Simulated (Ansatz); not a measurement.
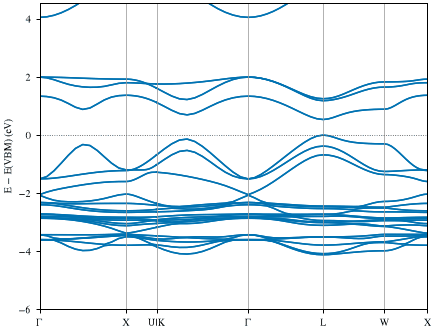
Fig. 1. Band structure from r²SCAN with spin–orbit coupling in the plane-wave PAW code Ansatz

**Question.** Read off the gap and where the band edges lie.

**Answer.** About 0.5 eV (0.54 eV by a search for the band edges); maximum at L, minimum at L.

The material is Cs₂IBrCl₆ in space group Fm-3m (No. 225; Cs on 8c, I on 4a, Br on 4b, Cl on 24e).

The first step of the workflow began from a Materials Project structure, measured or hypothetical; the Crystallography Open Database copy checked does not list it. Its standing as an ambient phase is unchecked. Symmetry was held in the r²SCAN relaxation; its stability against distortions is not shown here.

Potentials: the later of the program's two PAW sets.
